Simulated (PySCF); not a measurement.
**C2HF3O2 (charge +1, doublet): density, localisation and related maps**

```yaml
atoms:
  - { symbol: O, position_ang: [0.4367, 1.0860, -1.2915] }
  - { symbol: C, position_ang: [0.4664, 0.1589, -0.5386] }
  - { symbol: O, position_ang: [1.2129, -0.8474, -0.3605] }
  - { symbol: C, position_ang: [-0.8365, 0.1542, 0.6080] }
  - { symbol: F, position_ang: [-1.5419, 1.2117, 0.4424] }
  - { symbol: F, position_ang: [-1.4662, -0.9388, 0.3236] }
  - { symbol: F, position_ang: [-0.2240, 0.1121, 1.7458] }
  - { symbol: H, position_ang: [1.9714, -0.9178, -0.9791] }
```

Geometry: PBE0-D3(BJ)/ma-def2-SVP.

Theory: DFT single point, gas phase, functional PBE0 in PySCF.

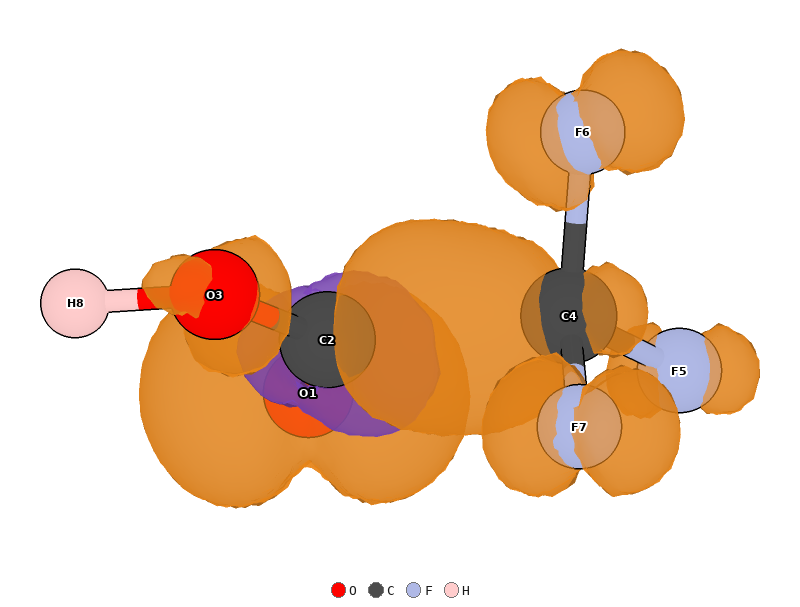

Figure 1. Isosurfaces of the spin density (α minus β) at +0.03 (orange) and −0.03 e/Å³ (purple), seen from one side.

Q: Which atoms carry the spin?

A: The unpaired spin (1 electron) lies mostly on O1 (about 0.6), C4 (about 0.1), C2 (about 0.1), F6 (about 0.1) and F7 (about 0.1), in electrons by Hirshfeld's partition.

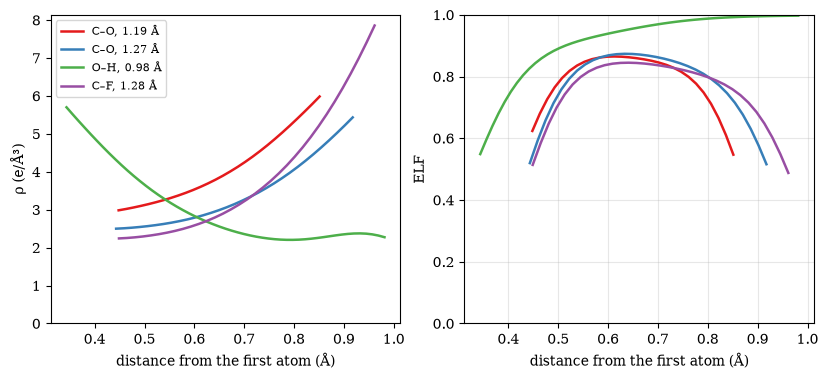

Figure 2. Total electron density and electron localisation function along straight lines between neighbouring atoms. The curves leave out the atomic cores.

Q: Compare the contacts.

A: C–O (1.19 Å): ρ is about 3.5 e/Å³ halfway; the ELF peaks at about 0.85 between the atoms: a short, multiple covalent bond.
C–O (1.27 Å): ρ at the midpoint is about 2.9 e/Å³; the ELF peaks at about 0.85 between the atoms: a polar covalent bond.
O–H (0.98 Å): the density is about 3.8 e/Å³ at the midpoint; the ELF climbs to about 1 towards the hydrogen, as it does in any bond to H (an ordinary covalent bond to hydrogen).
C–F (1.28 Å): the density is about 2.8 e/Å³ at the midpoint; the ELF peaks at about 0.85 between the atoms, as expected for a shared but strongly polarised pair.
